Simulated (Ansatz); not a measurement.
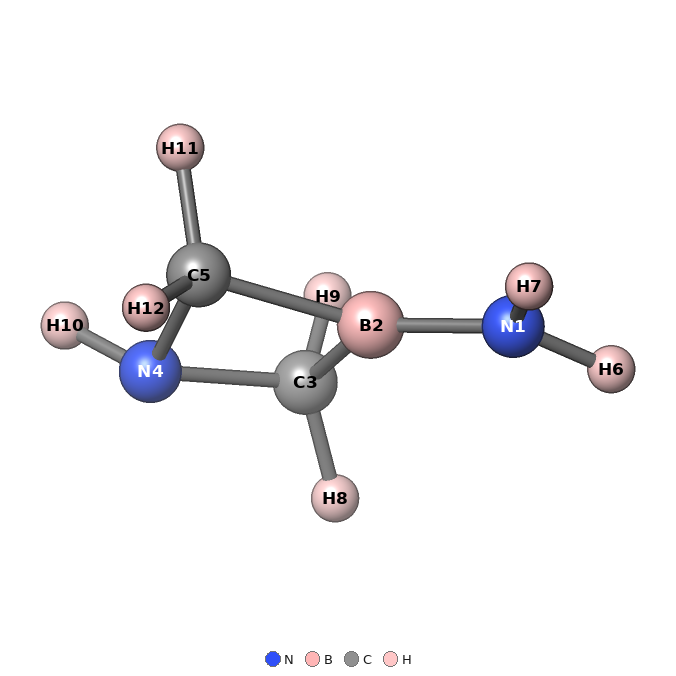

Depth is shown by fading: the farther an atom, the more it takes the colour of the background. Computed geometry: PBE-D4/def2-SVP optimisation. No frequency run is at hand to confirm it as a minimum.

**How is the 4-membered ring B2–C3–N4–C5 puckered?**

It is puckered (butterfly). The Cremer–Pople amplitude Q is 0.21 Å.

**Give the torsion angles round the ring, beginning with the bond from its second to its third atom.**

16°, −16°, 15°, −15°.
